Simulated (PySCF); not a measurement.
**UB2PLYP/def2-SVP run of C2H3OSi (SMILES [C]#C[SiH2]O)**

Aim: the vertical ionisation energy of C2H3OSi at UB2PLYP/def2-SVP, from 2 runs. Input form: a Python script.

The results are computed with PySCF 2.14.0.

### 1 Starting point

The species is C2H3OSi (7 atoms), meant as a doublet with charge 0. As SMILES, `[C]#C[SiH2]O`. The coordinates come from a PBE0-D4/def2-TZVP relaxation. This is one conformer, not always the lowest.

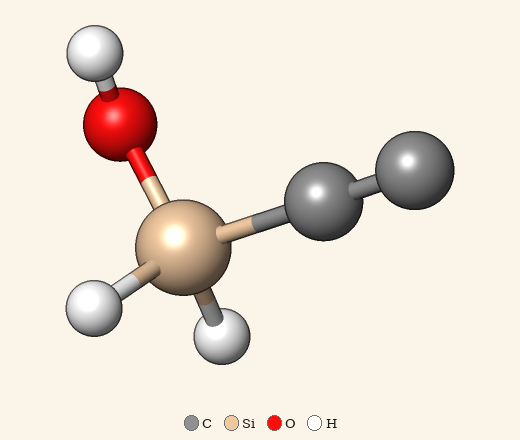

Viewed from a chosen angle; carbon grey, silicon light orange, oxygen red, hydrogen white.

### 2 The energy at UB2PLYP/def2-SVP

input.xyz

```xyz
7
C2H3OSi
C      0.791900    -2.383800     0.809900
C      0.496100    -1.231800     0.570300
Si     0.076200     0.507700     0.171200
O     -1.162800     0.586900    -0.897700
H      1.315200     1.128900    -0.358000
H     -0.387900     1.188500     1.396200
H     -1.067400     0.135800    -1.737700
```

input.py

```python
from pyscf import gto, dft, mp

system = gto.M(
    atom='input.xyz',
    spin=1,
    verbose=3,
    max_memory=1860,
    basis='def2-svp',
    charge=0,
)

ks = dft.UKS(system)
ks.xc = '0.53*HF + 0.47*B88, 0.73*LYP'
ks.grids.level = 1
ks.conv_tol = 1e-10
ks.kernel()
if not ks.converged:
    ks = ks.newton().run(ks.mo_coeff, ks.mo_occ)

pt = mp.MP2(ks, frozen=8).run()
energy = ks.e_tot + 0.27 * pt.e_corr
print('PT2 part  %.8f' % (0.27 * pt.e_corr))
print('E = %.10f Eh' % energy)
```

On the command line:

```
$ OMP_NUM_THREADS=1 python input.py
```

Output:

```text
converged SCF energy = -441.939561645464  <S^2> = 0.82388116  2S+1 = 2.0725647
E(UMP2) = -442.556759266422  E_corr = -0.617197620957931
E(SCS-UMP2) = -442.545576880403  E_corr = -0.606015234939215
PT2 part  -0.16664336
E = -442.1062050031 Eh
```

It took 7.5 s on 1 thread of Arm Neoverse V1, shared host; peak memory 0.23 GiB.

### 3 The singlet cation

job.py

```python
from pyscf import gto, dft, mp

mol = gto.M(
    atom='''
C        0.791900      -2.383800       0.809900
C        0.496100      -1.231800       0.570300
Si       0.076200       0.507700       0.171200
O       -1.162800       0.586900      -0.897700
H        1.315200       1.128900      -0.358000
H       -0.387900       1.188500       1.396200
H       -1.067400       0.135800      -1.737700
''',
    max_memory=1860,
    charge=1,
    verbose=3,
    basis='def2-svp',
    spin=0,
)

calc0 = dft.RKS(mol, xc='0.53*HF + 0.47*B88, 0.73*LYP')
calc0.grids.level = 1
calc0.conv_tol = 1e-10
calc0.kernel()
if not calc0.converged:
    calc0 = calc0.newton().run(calc0.mo_coeff, calc0.mo_occ)

pt = mp.MP2(calc0, frozen=8).run()
etot = calc0.e_tot + 0.27 * pt.e_corr
print('PT2 part  %.8f' % (0.27 * pt.e_corr))
print(f'total energy: {etot:.8f} hartree')
```

On the command line:

```
$ OMP_NUM_THREADS=1 python job.py
```

Output:

```text
converged SCF energy = -441.447136877816
E(RMP2) = -442.228468288819  E_corr = -0.781331411003528
E(SCS-RMP2) = -442.218456777006  E_corr = -0.771319899189729
PT2 part  -0.21095948
total energy: -441.65809636 hartree
```

Wall time 4.5 s (1 thread of Arm Neoverse V1, shared host); peak memory 0.22 GiB.

### 4 What came out

Level: UB2PLYP/def2-SVP, 8 core orbitals frozen.

| quantity | value |
| --- | --- |
| doublet C2H3OSi: total energy | -442.10621 Eh |
| doublet C2H3OSi: dipole moment (SCF part) | 1.28 D |
| doublet C2H3OSi: HOMO energy (SCF part's orbitals) (highest over α and β) | -9.32 eV |
| doublet C2H3OSi: LUMO energy (SCF part's orbitals) (lowest over α and β) | -2.88 eV |
| doublet C2H3OSi: ⟨S²⟩ | 0.824 |
| singlet cation: total energy | -441.65810 Eh |
| singlet cation: HOMO energy (SCF part's orbitals) | -16.03 eV |
| singlet cation: LUMO energy (SCF part's orbitals) | -13.56 eV |
| singlet cation: HOMO–LUMO gap (SCF part's orbitals) | 2.47 eV |
| vertical ionisation energy (to the singlet cation) | 12.194 eV |

The vertical ionisation energy comes to 12.19 eV (281 kcal/mol). Only the singlet of the ionised species was computed; a triplet could lie lower. Mulliken charges (singlet cation) run from -0.32 on O4 to +0.77 on Si3.
